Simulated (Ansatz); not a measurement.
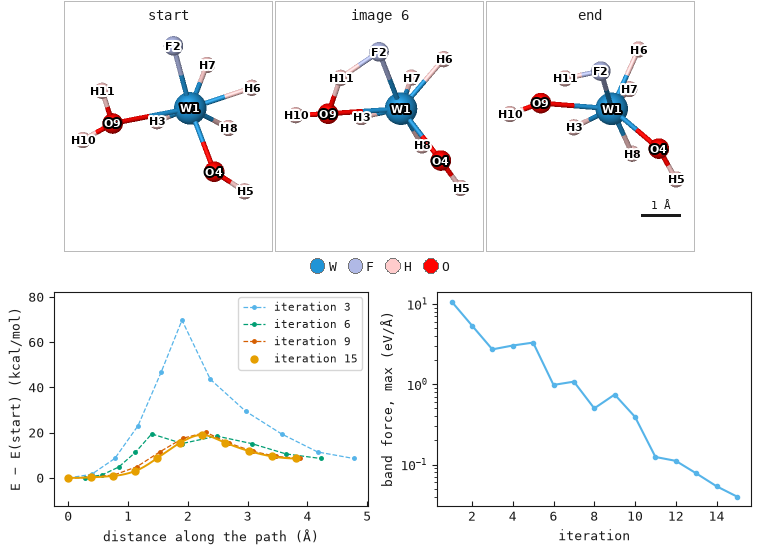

A nudged-elastic-band calculation for WH7O2F. Images are numbered from 0 (start) to 10 (end). The plot follows the band through its iterations. A ball-and-stick model, seen at a tilt.

All numbers below come from RKS CAM-B3LYP/def2-SVP (Ansatz). Settings: 9 movable images; climbing image; force threshold 0.05 eV/Å; iteration limit 60; starting path through a guess of the saddle point.

**How did the profile develop, and is the result final?**

The run is converged, with reservations. The band converged in 15 iterations. The largest component of the band force went from 11 to 0.04 eV/Å. The climbing image converged on the top of the path. Its vibrational analysis gives 3 imaginary modes over 30i cm⁻¹, so it isn't confirmed as a transition state. The first iteration put the highest image at 230.0 kcal/mol. The highest point, image 6, lies 19.0 kcal/mol above the start and 10.4 kcal/mol above the end; the end is at +8.6 kcal/mol relative to the start.
